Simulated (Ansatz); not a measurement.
A series of calculations on CH₈B₂Si

## 1. Relaxation

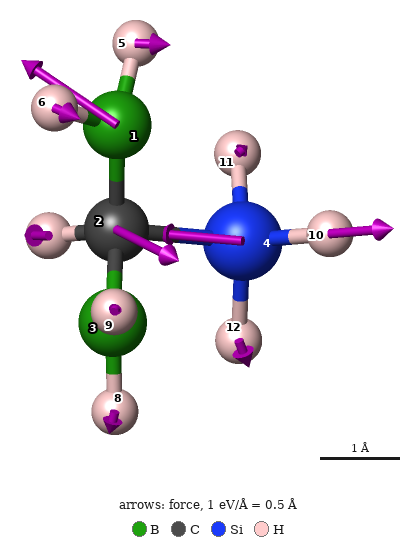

Starting geometry of CH8B2Si with the computed forces as purple arrows. A ball-and-stick model, seen from a free direction.

The run prepares an end point of a later path (torsion) calculation, from a guessed geometry.

Method: RKS PBE/def2-SVP (Ansatz 0.2.0). (no spin polarisation; force threshold 0.015 eV/Å; at most 40 steps)

Q: Is this structure relaxed? If not, where do the atoms go?

A: It isn't relaxed: the largest force vector, on a B atom, is 3.10 eV/Å. The final displacements have little in common with the starting forces (cosine between the two patterns 0.01). Over 25 accepted moves (29 points after the start) the energy falls by 1.081 eV. The largest force component goes from 3.1 to 0.0084 eV/Å. The line search rejected the trial steps at points 8, 13, 15, 23 of the run. The forces were under the threshold at step 18, but the run went on from there. The atom that moves furthest after the best rigid fit is an H atom (1.44 Å). By element the largest moves are H 1.44 Å, B 0.36 Å, C 0.30 Å, Si 0.25 Å. Among the contacts that change: B–Si 2.835 → 2.415 Å, H–Si 1.407 → 1.496 Å, H–Si 1.463 → 1.514 Å, C–H 1.083 → 1.107 Å. Among the angles between lasting bonds that change: B–C–Si 108.4° → 86.9°, H–B–H 110.0° → 119.0°, B–C–H 108.0° → 116.0°. Groups turn about B–C by about 45°, C–Si by about 35°. Cost: 55 s on 2 threads of Arm Neoverse V1, with other jobs on the host, peak memory 0.13 GiB.

## 2. Relaxation

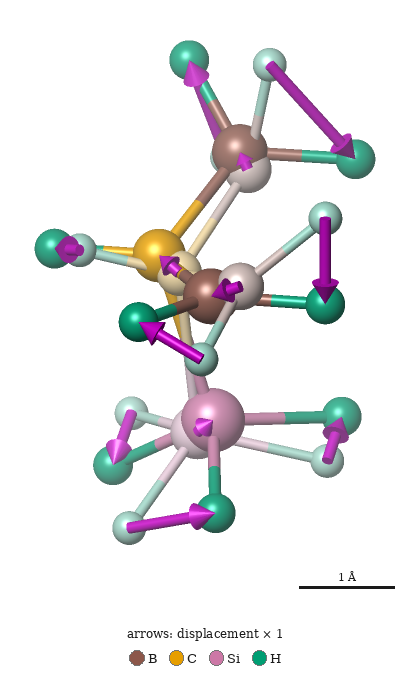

A relaxation of CH$_{8}$B$_{2}$Si. The starting structure is drawn faded, the final one solid; purple arrows show the displacements, at their true length. The two geometries are superimposed by the best rigid fit.

The picture is a ball-and-stick view, seen from a free direction.

The run prepares an end point of a later path (torsion) calculation, from a guessed geometry.

Method: Ansatz 0.2.0, RKS PBE/def2-SVP. Set-up: no spin polarisation; force threshold 0.015 eV/Å; at most 40 steps.

Which element moves most?

Hydrogen: up to 1.43 Å, against 0.36 Å for boron.

What did the optimiser do to the structure, and how much energy did it gain?

The energy falls by 1.092 eV in 30 accepted moves (34 points after the start). The largest force component goes from 3.1 to 0.0088 eV/Å. The line search rejected the trial steps at points 10, 20, 21, 24 of the run. The forces were under the threshold at step 22, but the run went on from there. An H atom moves most after the best rigid fit: 1.43 Å. Largest moves by element: H 1.43 Å, B 0.36 Å, C 0.31 Å, Si 0.26 Å. Some distances before and after: B–Si 2.835 → 2.418 Å, H–Si 1.407 → 1.497 Å, H–Si 1.463 → 1.514 Å, C–H 1.083 → 1.107 Å. Among the angles between lasting bonds that change: B–C–Si 108.4° → 87.1°, H–B–H 110.0° → 119.0°, B–C–H 108.0° → 115.8°. Groups turn about B–C by about 45°, C–Si by about 35°. The run took 64 s on 2 threads of Arm Neoverse V1, on a shared host, peak memory 0.13 GiB.

## 3. Path

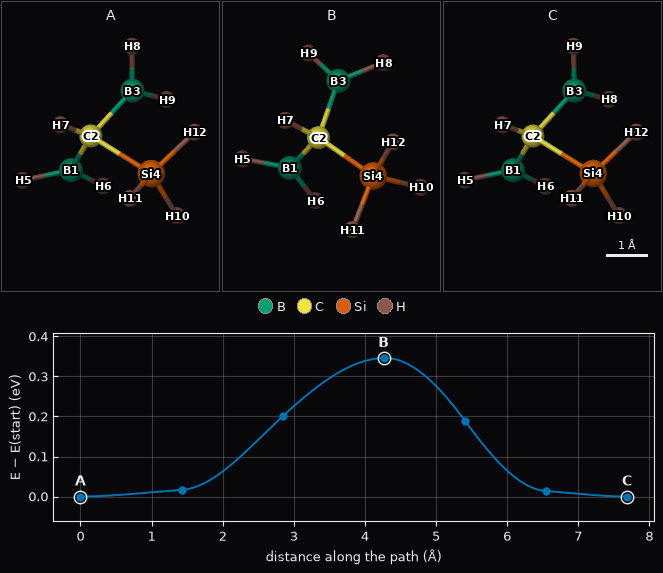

NEB run on CH8B2Si. Images are numbered from 0 (start) to 6 (end). Frames A to C are images 0, 3, 6. A ball-and-stick model, seen from a free direction.

The calculation used RKS PBE/def2-SVP in Ansatz. Run with 5 movable images; climbing image; force threshold 0.05 eV/Å; iteration limit 60; starting path by image-dependent pair potential.

> Describe the mechanism and the energy profile.

The motion is a rotation about the C2–B3 bond by about 180°. No bond forms or breaks between the ends. Bond angles that change up to the highest image, for instance: B3–C2–Si4 86.9° → 113.5°, B3–C2–H7 116.0° → 95.7°. The two ends have the same energy, and the highest point, image 3, lies 0.35 eV above the start. The band converged in 35 iterations. The largest component of the band force went from 3.4 to 0.043 eV/Å. The climbing image converged on the top of the path. Its vibrational analysis gives one imaginary mode (200i cm⁻¹), as a transition state must have.
